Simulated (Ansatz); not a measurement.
# Cu wire along [111], 31 atoms a period: bands by functional and under strain

What gap, if any, does the Cu wire along [111], 31 atoms a period have, and how does it change with the functional and under strain?

Method: DFT PBE, plane waves, PAW; relaxation of a wire's period, in the first sound run; inputs show where later runs differ, in Ansatz 0.2.0.

## (1) The starting structure

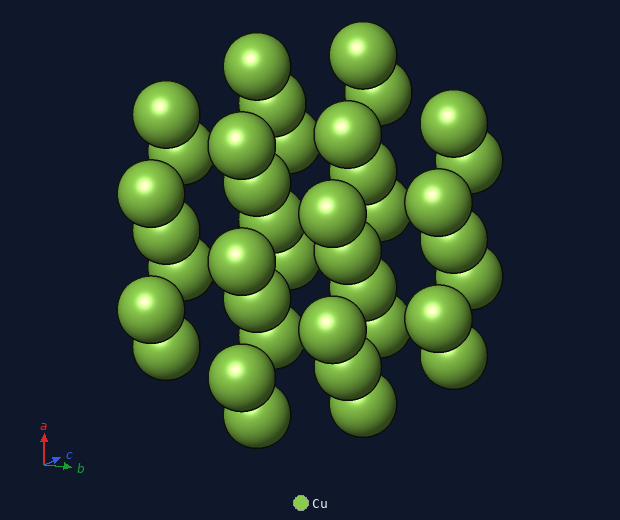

The starting structure, seen at a slant to the c axis (copper green). Some periodic images of atoms are drawn too.

The cell holds 31 atoms: 31 Cu. Its edges and angles: a = 14.500 Å, b = 14.210 Å, c = 6.287 Å, α = 90.0°, β = 90.0°, γ = 90.0°. Vacuum lies along a and b. The structure's axis is c.

## (2) Relaxation of atoms and period

Band widths follow the bond lengths, so the wire is relaxed first. The atoms and the third cell vector are free; the box across stays fixed as vacuum. A Fermi-Dirac smearing is set since the result may be a metal. The pressure printed is a third of the stress's trace over the whole box, vacuum included; only the stress along the axis is relaxed.

Contents of input.yaml:

```yaml
crystal:
  lattice:
    - [14.5, 0.0, 0.0]
    - [0.0, 14.21, 0.0]
    - [0.0, 0.0, 6.2873444315]
  atoms:
    - { symbol: Cu, position: [0.322993021, 0.499989672, 0.0] }
    - { symbol: Cu, position: [0.411503284, 0.656422602, 0.0] }
    - { symbol: Cu, position: [0.500013546, 0.499989672, 0.0] }
    - { symbol: Cu, position: [0.588523809, 0.656422602, 0.0] }
    - { symbol: Cu, position: [0.234482759, 0.447845362, 0.333333333] }
    - { symbol: Cu, position: [0.322993021, 0.291412431, 0.333333333] }
    - { symbol: Cu, position: [0.322993021, 0.604278292, 0.333333333] }
    - { symbol: Cu, position: [0.411503284, 0.447845362, 0.333333333] }
    - { symbol: Cu, position: [0.411503284, 0.760711223, 0.333333333] }
    - { symbol: Cu, position: [0.500013546, 0.604278292, 0.333333333] }
    - { symbol: Cu, position: [0.500013546, 0.291412431, 0.333333333] }
    - { symbol: Cu, position: [0.588523809, 0.447845362, 0.333333333] }
    - { symbol: Cu, position: [0.588523809, 0.760711223, 0.333333333] }
    - { symbol: Cu, position: [0.677034072, 0.291412431, 0.333333333] }
    - { symbol: Cu, position: [0.677034072, 0.604278292, 0.333333333] }
    - { symbol: Cu, position: [0.765544334, 0.447845362, 0.333333333] }
    - { symbol: Cu, position: [0.234482759, 0.552133982, 0.666666667] }
    - { symbol: Cu, position: [0.322993021, 0.708566912, 0.666666667] }
    - { symbol: Cu, position: [0.322993021, 0.395701051, 0.666666667] }
    - { symbol: Cu, position: [0.411503284, 0.239268121, 0.666666667] }
    - { symbol: Cu, position: [0.411503284, 0.552133982, 0.666666667] }
    - { symbol: Cu, position: [0.500013546, 0.395701051, 0.666666667] }
    - { symbol: Cu, position: [0.500013546, 0.708566912, 0.666666667] }
    - { symbol: Cu, position: [0.588523809, 0.239268121, 0.666666667] }
    - { symbol: Cu, position: [0.588523809, 0.552133982, 0.666666667] }
    - { symbol: Cu, position: [0.677034072, 0.708566912, 0.666666667] }
    - { symbol: Cu, position: [0.677034072, 0.395701051, 0.666666667] }
    - { symbol: Cu, position: [0.765544334, 0.552133982, 0.666666667] }
    - { symbol: Cu, position: [0.411503284, 0.343556741, 0.0] }
    - { symbol: Cu, position: [0.588523809, 0.343556741, 0.0] }
    - { symbol: Cu, position: [0.677034072, 0.499989672, 0.0] }
kpoints:
  mp_grid: { grid: [1, 1, 13] }
scf:
  occupations: { method: fermi_dirac, width: 0.05 }
hamiltonian:
  xc: pbe
relax:
  cell: { fix: [a, b, alpha, beta, gamma] }
  max_steps: 60
```

Run with:

```bash
> ansatz run input.yaml --threads 4 --pin off --max-ram 16384MiB --backend cpu --events-out ev --progress --plain --runs-dir out
```

Numbers of over 12 decimals in the logs are rounded to 6 here.

Output:

```text
Engine: ansatz 0.2.0, aarch64-unknown-linux-gnu
Pseudopotentials: kind: paw
Pseudopotential: Cu, paw, valence charge 19, recommended cutoff 420 eV (normal), Cu.paw.azcp
Functional definition: PBE
  parameter kappa = 0.804
  parameter beta = 0.066725
  exchange = pbe_x(kappa = kappa, mu = beta*pi^2/3)
  correlation = pbe_c(beta = beta)
Crystal: 31 atoms, lattice volume = 1295.476 Å³
Basis set: ecut = 420 eV, 25351 PW (Γ), exchange–correlation on 200×192×90 points (8 copies of the dense FFT grid, shifted against one another)
Bands: 354, of which v1, the nominal top of the filled ones, is band 295 counted from 1 (294 counted from 0)
Symmetry: 4 space group operations
Space group: P2/m (ITA 10), of the structure as read, at distance tolerance 1.1e-4 Å
k-points: 7 of 13
Non-local potential: Cu, projectors of the file, l = 0: 3, l = 1: 2, l = 2: 3, l = 3: 1
PAW form: soft (Blöchl's): semilocal exchange-correlation on the pseudo side does not see the compensation charge
PAW one-centre angular grid: Cu, 590 points (default); XC on 64 Gauss nodes
Initial density: superposition of atomic densities (neutral atoms: chi_scale 0, normalization atom), corrected by the library's trained network
Initial wavefunctions: pseudopotential atomic-orbital guess
Functional: x = pbe(κ = 0.804, μ = 0.219515), c = pbe(β = 0.066725)
SCF iter   1: F=—  HF=-205361.680033 eV  |F-HF|=—  |Δ(HF+E_count)|=         —  Δρ=2.12e-3  dr2=5.92e-2  ethr=1.77e-3  ⟨swp⟩=6.0  Hψ=9655  notcnv=0  defer=225
preconditioner: auto → LDOS  [insulator: Δε(μ)=0.128 eV  Ē_g=6.916 eV  σ=0.050 eV  W_gap=0.56  n_scr=292 (ndim 8)  ℏωp=19.1 eV  f_vac=0.622  D(μ)=11.11/eV (n_scr^D=42)  ε∞_Penn≈8.6  β→1.0]
SCF iter   2: F=—  HF=-205361.725435 eV  |F-HF|=—  |Δ(HF+E_count)|=   4.54e-2  Δρ=3.37e-3  dr2=9.70e-2  ethr=1.00e-5  ⟨swp⟩=3.0  Hψ=5211  notcnv=0  defer=305
SCF iter   3: F=—  HF=-205361.724035 eV  |F-HF|=—  |Δ(HF+E_count)|=   1.40e-3  Δρ=3.12e-3  dr2=7.20e-2  ethr=1.00e-5  ⟨swp⟩=2.0  Hψ=4346  notcnv=0  defer=305
SCF iter   4: F=—  HF=-205361.710209 eV  |F-HF|=—  |Δ(HF+E_count)|=   1.38e-2  Δρ=1.26e-3  dr2=1.20e-2  ethr=1.00e-5  ⟨swp⟩=2.0  Hψ=3096  notcnv=0  defer=305
SCF iter   5: F=—  HF=-205361.707544 eV  |F-HF|=—  |Δ(HF+E_count)|=   2.67e-3  Δρ=2.91e-4  dr2=6.05e-4  ethr=2.04e-6  ⟨swp⟩=2.0  Hψ=4183  notcnv=0  defer=305
SCF iter   6: F=—  HF=-205361.707398 eV  |F-HF|=—  |Δ(HF+E_count)|=   1.46e-4  Δρ=7.69e-5  dr2=5.98e-5  ethr=1.03e-7  ⟨swp⟩=3.6  Hψ=5203  notcnv=0  defer=305
SCF iter   7: F=—  HF=-205361.706993 eV  |F-HF|=—  |Δ(HF+E_count)|=   4.04e-4  Δρ=3.39e-5  dr2=1.22e-5  ethr=1.02e-8  ⟨swp⟩=2.0  Hψ=3407  notcnv=0  defer=305
SCF iter   8: F=—  HF=-205361.706993 eV  |F-HF|=—  |Δ(HF+E_count)|=   1.32e-7  Δρ=1.40e-5  dr2=2.28e-6  ethr=2.07e-9  ⟨swp⟩=2.0  Hψ=3213  notcnv=0  defer=305
SCF iter   9: F=—  HF=-205361.706994 eV  |F-HF|=—  |Δ(HF+E_count)|=   5.98e-7  Δρ=5.05e-6  dr2=3.79e-7  ethr=3.88e-10  ⟨swp⟩=2.0  Hψ=3332  notcnv=0  defer=305
SCF iter  10: F=—  HF=-205361.706994 eV  |F-HF|=—  |Δ(HF+E_count)|=   2.53e-7  Δρ=3.89e-6  dr2=1.39e-7  ethr=1.70e-11  ⟨swp⟩=4.6  Hψ=8491  notcnv=0
SCF iter  11: F=-205361.706994 eV  HF=-205361.706994 eV  |F-HF|=8.38e-9  |Δ(HF+E_count)|=   6.37e-9  Δρ=1.26e-6  dr2=1.74e-8  ethr=1.70e-11  ⟨swp⟩=4.0  Hψ=7557  notcnv=0
SCF 1 converged in 11 iterations: F = -205361.706994 eV  dr2 = 1.74e-8
  greatest PAW one-centre occupation: 1.000 electrons in one spin orbital (limit 2), on the Cu atom at site 25 (counted from 0), in its partial waves of l = 0
relax step   1: F+E_penalty+E_count = -205361.70699406 eV  Δ(F+E_penalty+E_count) = +0.000e0 eV  max|allowed force component| = 6.494e-1 eV/Å  Δτ_max = 0.0000 Å  P = -1.879 GPa  Ω = 1295.476 Å³  fix = [a, b, alpha, beta, gamma]  reactions: a -1.677, b -1.681 GPa; alpha -0.002 GPa/rad  (11 SCF iters, dr2 threshold 1.00e-7 eV, accepted)
Crystal: 31 atoms, lattice volume = 1280.787 Å³
Basis set: ecut = 420 eV, 25071 PW (Γ), exchange–correlation on 200×192×90 points (8 copies of the dense FFT grid, shifted against one another)
Initial density: handed on by an earlier stage of this run
Initial wavefunctions: those handed on with the density
iter 1 solved again at ethr=6.66e-5 eV; its pass at ethr=3.10e-3 eV (dr2=3.92e-1 eV) is discarded
SCF iter   1: F=—  HF=-205362.376247 eV  |F-HF|=—  |Δ(HF+E_count)|=         —  Δρ=7.06e-3  dr2=3.99e-1  ethr=6.66e-5  ⟨swp⟩=4.7  Hψ=12047  notcnv=0
preconditioner: auto → LDOS  [metal: Δε(μ)=0.092 eV  Ē_g=7.003 eV  σ=0.050 eV  W_gap=0.43  n_scr=288 (ndim 8)  ℏωp=19.2 eV  f_vac=0.627  D(μ)=11.76/eV (n_scr^D=42)  β→1.0]
SCF iter   2: F=—  HF=-205362.670145 eV  |F-HF|=—  |Δ(HF+E_count)|=   2.94e-1  Δρ=1.55e-2  dr2=1.74e0  ethr=6.66e-5  ⟨swp⟩=2.6  Hψ=5165  notcnv=0  recentre
SCF iter   3: F=—  HF=-205362.305489 eV  |F-HF|=—  |Δ(HF+E_count)|=   3.65e-1  Δρ=3.52e-3  dr2=9.68e-2  ethr=6.66e-5  ⟨swp⟩=2.0  Hψ=4885  notcnv=0  defer=316
SCF iter   4: F=—  HF=-205362.284934 eV  |F-HF|=—  |Δ(HF+E_count)|=   2.06e-2  Δρ=9.55e-4  dr2=8.16e-3  ethr=1.64e-5  ⟨swp⟩=2.0  Hψ=3427  notcnv=0  defer=316
SCF iter   5: F=—  HF=-205362.283738 eV  |F-HF|=—  |Δ(HF+E_count)|=   1.20e-3  Δρ=2.32e-4  dr2=5.70e-4  ethr=1.39e-6  ⟨swp⟩=2.0  Hψ=3352  notcnv=0  defer=316
SCF iter   6: F=—  HF=-205362.283441 eV  |F-HF|=—  |Δ(HF+E_count)|=   2.97e-4  Δρ=8.30e-5  dr2=6.60e-5  ethr=9.68e-8  ⟨swp⟩=2.1  Hψ=3360  notcnv=0  defer=316
SCF iter   7: F=—  HF=-205362.283469 eV  |F-HF|=—  |Δ(HF+E_count)|=   2.79e-5  Δρ=5.23e-5  dr2=2.02e-5  ethr=1.12e-8  ⟨swp⟩=2.0  Hψ=4192  notcnv=0  defer=316
SCF iter   8: F=-205362.283470 eV  HF=-205362.283472 eV  |F-HF|=1.96e-6  |Δ(HF+E_count)|=   3.88e-6  Δρ=1.76e-5  dr2=2.72e-6  ethr=5.26e-10  ⟨swp⟩=3.0  Hψ=10077  notcnv=0
SCF 2 converged in 8 iterations: F = -205362.283470 eV  dr2 = 2.72e-6
relax step   2: F+E_penalty+E_count = -205362.28347042 eV  Δ(F+E_penalty+E_count) = -5.765e-1 eV  max|allowed force component| = 3.511e-1 eV/Å  Δτ_max = 0.0659 Å  P = -0.914 GPa  Ω = 1280.787 Å³  energy of the carried Pulay correction = +3.141e-3 eV  fix = [a, b, alpha, beta, gamma]  reactions: a -0.775, b -0.777 GPa; alpha -0.002 GPa/rad  (8 SCF iters, dr2 threshold 3.10e-6 eV, accepted)
Crystal: 31 atoms, lattice volume = 1262.457 Å³
Basis set: ecut = 420 eV, 24711 PW (Γ), exchange–correlation on 200×192×90 points (8 copies of the dense FFT grid, shifted against one another)
iter 1 solved again at ethr=1.01e-4 eV; its pass at ethr=3.10e-3 eV (dr2=5.94e-1 eV) is discarded
SCF iter   1: F=—  HF=-205362.641611 eV  |F-HF|=—  |Δ(HF+E_count)|=         —  Δρ=8.84e-3  dr2=6.04e-1  ethr=1.01e-4  ⟨swp⟩=3.7  Hψ=12120  notcnv=0
[...]
eigensolver tolerance schedule: the retry pair's looser diagonalisation over-reported the residual by 1441.10 of it (diagonalisation noise at 0.87 of the residual, at the tolerance the schedule requests for it); recorded, not acted on — ethr = c·dr2/N_el stays at c = 1.0e-1
preconditioner: auto → LDOS  [metal: Δε(μ)=0.054 eV  Ē_g=7.210 eV  σ=0.050 eV  W_gap=0.26  n_scr=288 (ndim 8)  ℏωp=19.3 eV  f_vac=0.632  D(μ)=11.79/eV (n_scr^D=42)  β→1.0]
SCF iter   2: F=—  HF=-205362.505313 eV  |F-HF|=—  |Δ(HF+E_count)|=   3.81e-4  Δρ=1.29e-4  dr2=1.25e-4  ethr=6.92e-10  ⟨swp⟩=3.1  Hψ=5832  notcnv=0
SCF iter   3: F=—  HF=-205362.505305 eV  |F-HF|=—  |Δ(HF+E_count)|=   7.03e-6  Δρ=1.20e-4  dr2=1.00e-4  ethr=6.92e-10  ⟨swp⟩=3.0  Hψ=5678  notcnv=0
SCF iter   4: F=—  HF=-205362.505286 eV  |F-HF|=—  |Δ(HF+E_count)|=   1.99e-5  Δρ=4.49e-5  dr2=1.40e-5  ethr=6.92e-10  ⟨swp⟩=2.1  Hψ=4542  notcnv=0
SCF iter   5: F=—  HF=-205362.505283 eV  |F-HF|=—  |Δ(HF+E_count)|=   2.74e-6  Δρ=1.31e-5  dr2=1.28e-6  ethr=6.92e-10  ⟨swp⟩=2.0  Hψ=4094  notcnv=0
SCF iter   6: F=—  HF=-205362.505283 eV  |F-HF|=—  |Δ(HF+E_count)|=   2.38e-7  Δρ=1.74e-6  dr2=3.80e-8  ethr=2.17e-10  ⟨swp⟩=2.0  Hψ=3535  notcnv=0
SCF iter   7: F=—  HF=-205362.505283 eV  |F-HF|=—  |Δ(HF+E_count)|=   1.72e-9  Δρ=1.13e-6  dr2=1.14e-8  ethr=6.46e-12  ⟨swp⟩=2.0  Hψ=4309  notcnv=0
SCF iter   8: F=—  HF=-205362.505283 eV  |F-HF|=—  |Δ(HF+E_count)|=   1.54e-9  Δρ=2.41e-7  dr2=6.09e-10  ethr=1.94e-12  ⟨swp⟩=2.0  Hψ=4456  notcnv=0
SCF iter   9: F=-205362.505283 eV  HF=-205362.505283 eV  |F-HF|=2.33e-10  |Δ(HF+E_count)|=  4.37e-10  Δρ=1.21e-7  dr2=1.59e-10  ethr=1.00e-12  ⟨swp⟩=4.4  Hψ=7800  notcnv=0
SCF 6 converged in 9 iterations: F = -205362.505283 eV  dr2 = 1.59e-10
relax step   6: F+E_penalty+E_count = -205362.50528261 eV  Δ(F+E_penalty+E_count) = +8.294e-3 eV  max|allowed force component| = 5.876e-3 eV/Å  Δτ_max = 0.0000 Å  P = +0.024 GPa  Ω = 1264.867 Å³  fix = [a, b, alpha, beta, gamma]  reactions: a +0.026, b +0.025 GPa; alpha -0.003 GPa/rad  stress off target by 2.19e-2 GPa on what of the cell is left free  SCF on the basis re-selected at this cell (its energy is not comparable with the rows above)  (9 SCF iters)
basis re-selected at this cell: Δ(F+E_penalty+E_count) = +8.294e-3 eV, ΔP = +0.009 GPa vs the last step (what re-selecting the basis moved, of the pressure what is left beyond the Pulay correction that the steps carried, after the strain that the cell walked since its last selection, with what the two solves' SCF thresholds leave and, on support functions, any second-order correction that the steps lacked; it is no m [...]
SCF converged after 9 iterations
Free energy (F): -205362.505283 eV
Harris-Foulkes:  -205362.505283 eV  (|F-HF|=2.33e-10)
Internal energy: -205362.408437 eV  (E = F + TS)
E sigma→0 (E₀):  -205362.456860 eV
Entropy (-TS):   -0.096845 eV (-3.124 meV/atom)
Fermi energy:    1.860212 eV
--- Per-component energies (eV) ---
  E_band       = -19761.983227
  E_kinetic    = 9294.428939
  E_local      = -607133.579278  (includes V_loc(G=0)·N_el)
  E_nonlocal   = 12177.095505
  E_hartree    = 291800.524732
  E_xc         = -2742.051549
  E_vxc        = -3535.027799  (∫ρ·V_xc dr)
  E_paw        = -51634.887337  (= ΣΔE_a)
  E_vpaw       = -14165.962708  (= ΣTr[D̂ρ^β])
  E_aug_tail   = 0.008702  (compensation charges beyond the density's cutoff)
  E_ewald      = 142876.051849
  E_smearing   = -0.096845  (= −TS)
  E_closure    = -0.000000  (closes the sum)
  Σ components = -205362.505283   (vs F -205362.505283, Δ=0.00e0)
--- Forces (eV/Å), atoms counted from 1 ---
  atom   1  Cu     0.00059643    -0.00000000     0.00000000
  atom   2  Cu     0.00036860    -0.00059725    -0.00013736
  atom   3  Cu    -0.00000000     0.00000000     0.00000000
  atom   4  Cu    -0.00036860    -0.00059725    -0.00013736
  atom   5  Cu     0.00125938     0.00007439    -0.00107213
  atom   6  Cu     0.00067282     0.00091567    -0.00112884
  atom   7  Cu    -0.00501579     0.00286789    -0.00048838
  atom   8  Cu     0.00110607     0.00065238    -0.00368267
  atom   9  Cu     0.00050034    -0.00119718    -0.00104221
  atom  10  Cu     0.00000000    -0.00124877    -0.00362650
  atom  11  Cu    -0.00000000    -0.00587609    -0.00046098
  atom  12  Cu    -0.00110607     0.00065238    -0.00368267
  atom  13  Cu    -0.00050034    -0.00119718    -0.00104221
  atom  14  Cu    -0.00067282     0.00091567    -0.00112884
  atom  15  Cu     0.00501579     0.00286789    -0.00048838
  atom  16  Cu    -0.00125938     0.00007439    -0.00107213
  atom  17  Cu     0.00125938    -0.00007439     0.00107213
  atom  18  Cu     0.00067282    -0.00091567     0.00112884
  atom  19  Cu    -0.00501579    -0.00286789     0.00048838
  atom  20  Cu     0.00050034     0.00119718     0.00104221
  atom  21  Cu     0.00110607    -0.00065238     0.00368267
  atom  22  Cu    -0.00000000     0.00124877     0.00362650
  atom  23  Cu     0.00000000     0.00587609     0.00046098
  atom  24  Cu    -0.00050034     0.00119718     0.00104221
  atom  25  Cu    -0.00110607    -0.00065238     0.00368267
  atom  26  Cu    -0.00067282    -0.00091567     0.00112884
  atom  27  Cu     0.00501579    -0.00286789     0.00048838
  atom  28  Cu    -0.00125938    -0.00007439     0.00107213
  atom  29  Cu     0.00036860     0.00059725     0.00013736
  atom  30  Cu    -0.00036860     0.00059725     0.00013736
  atom  31  Cu    -0.00059643     0.00000000    -0.00000000
  max |Σ_I F_I| component: 2.93e-18 eV/Å
--- Stress (GPa, compression-positive) ---
        0.025505       0.000000      -0.000000
        0.000000       0.024654       0.003466
       -0.000000       0.003466       0.021944
  P = ⅓ Tr σ = 0.0240 GPa (0.240 kbar)
--- Relaxed structure (5 steps of the walk, 4 accepted, 1 SCFs on fresh bases) ---
  F+E_penalty+E_count = -205362.50528261 eV   max|allowed force component| = 5.876e-3 eV/Å   (the final SCF, on the basis selected at the relaxed cell)
  cell:  # Å, volume = 1264.8671 Å³
    - [14.5, 0, 0]
    - [0, 14.21, 0]
    - [0, 0, 6.138791]
  atoms:
    - { symbol: Cu, position: [0.322155, 0.499990, 0] }
    - { symbol: Cu, position: [0.411056, 0.657194, -9.165857818176512e-5] }
    - { symbol: Cu, position: [0.500014, 0.499990, 0] }
    - { symbol: Cu, position: [0.588971, 0.657194, -9.165857818176512e-5] }
    - { symbol: Cu, position: [0.243160, 0.449734, 0.337283] }
    - { symbol: Cu, position: [0.328916, 0.298055, 0.337325] }
    - { symbol: Cu, position: [0.321722, 0.605023, 0.325975] }
    - { symbol: Cu, position: [0.412803, 0.448617, 0.330187] }
    - { symbol: Cu, position: [0.414176, 0.752108, 0.337139] }
    - { symbol: Cu, position: [0.500014, 0.602775, 0.330067] }
    - { symbol: Cu, position: [0.500014, 0.289985, 0.326179] }
    - { symbol: Cu, position: [0.587224, 0.448617, 0.330187] }
    - { symbol: Cu, position: [0.585851, 0.752108, 0.337139] }
    - { symbol: Cu, position: [0.671111, 0.298055, 0.337325] }
    - { symbol: Cu, position: [0.678306, 0.605023, 0.325975] }
    - { symbol: Cu, position: [0.756867, 0.449734, 0.337283] }
    - { symbol: Cu, position: [0.243160, 0.550246, 0.662717] }
    - { symbol: Cu, position: [0.328916, 0.701924, 0.662675] }
    - { symbol: Cu, position: [0.321722, 0.394956, 0.674025] }
    - { symbol: Cu, position: [0.414176, 0.247871, 0.662861] }
    - { symbol: Cu, position: [0.412803, 0.551362, 0.669813] }
    - { symbol: Cu, position: [0.500014, 0.397204, 0.669933] }
    - { symbol: Cu, position: [0.500014, 0.709994, 0.673821] }
    - { symbol: Cu, position: [0.585851, 0.247871, 0.662861] }
    - { symbol: Cu, position: [0.587224, 0.551362, 0.669813] }
    - { symbol: Cu, position: [0.671111, 0.701924, 0.662675] }
    - { symbol: Cu, position: [0.678306, 0.394956, 0.674025] }
    - { symbol: Cu, position: [0.756867, 0.550246, 0.662717] }
    - { symbol: Cu, position: [0.411056, 0.342785, 9.16585781817651e-5] }
    - { symbol: Cu, position: [0.588971, 0.342785, 9.16585781817651e-5] }
    - { symbol: Cu, position: [0.677872, 0.499990, 0] }
```

Run time: 9.5 min. Hardware: 4 threads of Arm Neoverse V1, shared host; peak memory 8.1 GiB; 38 min of CPU time.

(Continued in part 2 of 4.)

[Logs are printed without paths, hosts, clocks, repeated set-up lines and the standing remarks that a program may print on its own settings, such as how far it seeks lower states.]

[Hosts, paths, dates, database ids (printed as entryN), source tags and the programs' standing remarks are cut or masked in the printed files.]
